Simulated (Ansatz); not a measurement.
## Electronic structure of BH4N···SiH4 in real space

```xyz
11

B     0.2343   -0.4399    0.3972
N     0.0638   -1.2493    1.5138
H    -0.8349   -1.4288    1.9349
H     0.8281   -1.7055    1.9881
H     1.3387   -0.2714   -0.0370
H    -0.7332    0.0668   -0.1012
Si   -0.4706    3.1967    0.9873
H    -1.8858    2.9302    0.6253
H    -0.3475    4.5953    1.4760
H     0.3967    3.0132   -0.2018
H    -0.0483    2.2657    2.0643
```

Theory: RKS r2SCANh/6-31G* in Ansatz.

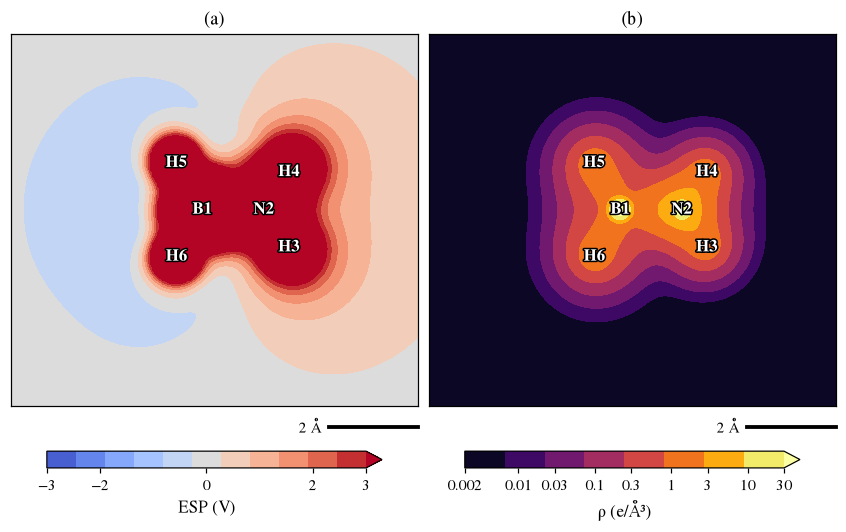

Figure 1. (a) electrostatic potential; (b) total electron density on the plane of atoms H5, B1 and H6.

Q: Interpret the plot.

A: The section cuts through B, N and H sites.
B–N (1.39 Å): ρ at the midpoint is about 1.9 e/Å³.
N–H (1.01 Å): ρ is about 2.8 e/Å³ halfway.
B–H (1.20 Å): the density is about 1.2 e/Å³ at the midpoint.
Outside the dense part of the complex the potential is most negative (−0.7 V) near H5.

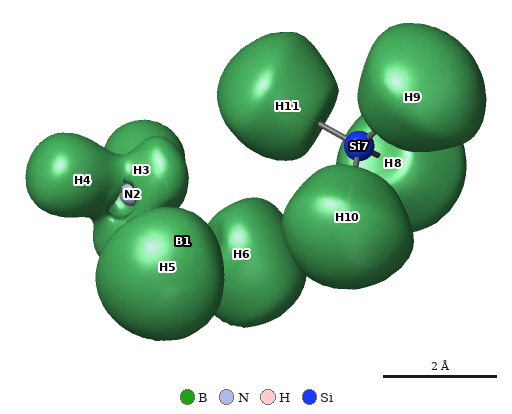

Figure 2. Isosurface of the ELF at 0.75 (green), seen at a tilt. Only the valence region is drawn (cores and ρ < 0.01 e/Å³ removed).

Q: Identify the bonds, lone pairs and shells in this picture.

A: At this value the surface marks out six regions around hydrogen nuclei and one joined region spread over several atoms (H, N), in which their bonds and any lone pairs are merged. Along the contacts the grid gives the following. Si7···B1 (3.75 Å): the ELF dips to about 0 between them (a non-bonded, intermolecular contact). B–N (1.39 Å): the ELF peaks at about 0.95 between the atoms, as expected for a polar covalent bond.

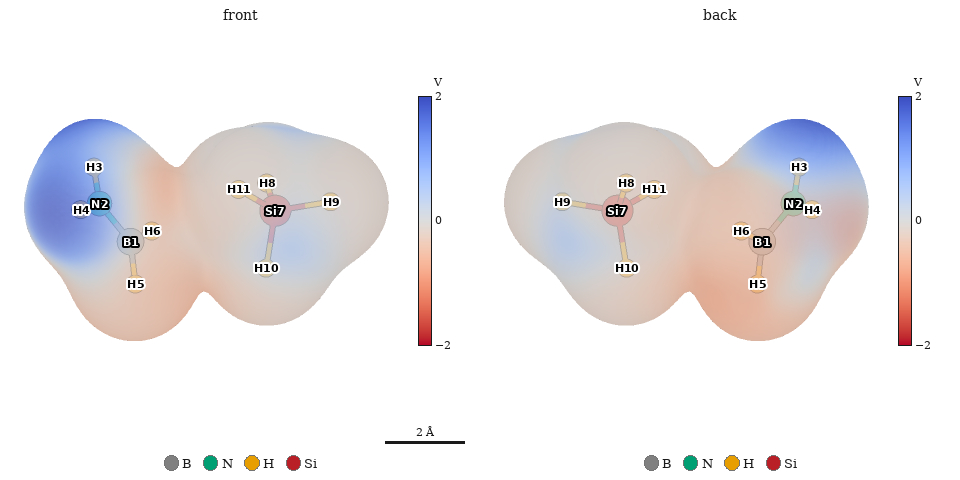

Figure 3. The molecular electrostatic potential painted on the density surface at 0.001 e/bohr³, seen from the front and from behind; the colour scale runs from red (negative) to blue (positive).

Q: Describe the electrostatic potential map.

A: The most negative region (about −0.7 V, or −16 kcal/mol for a unit charge) lies over H5, the most positive (about +1.6 V, or +37 kcal/mol for a unit charge) over H3 and H4.

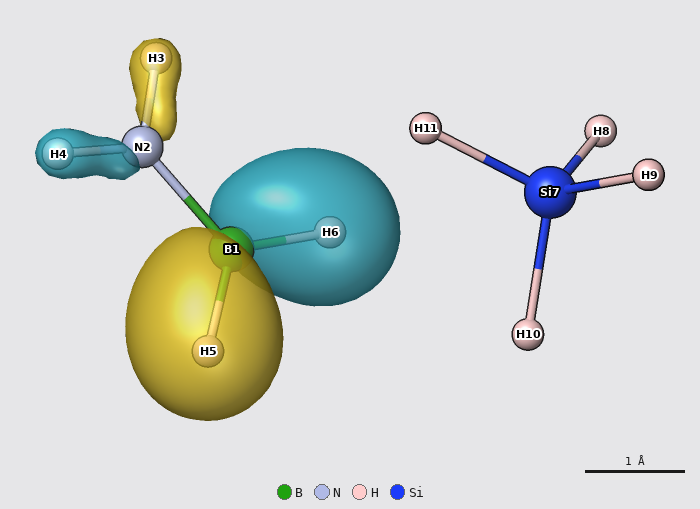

Figure 4. The HOMO−1 at ±0.2 Å⁻³ᐟ² (yellow and cyan are the two phases), seen at a tilt.

Q: What is the character of this orbital?

A: Its weight (Hirshfeld) is mainly on B1 (about 35 %), H6 (about 25 %), H5 (about 25 %) and N2 (about 5 %). Its energy is −8.24 eV.
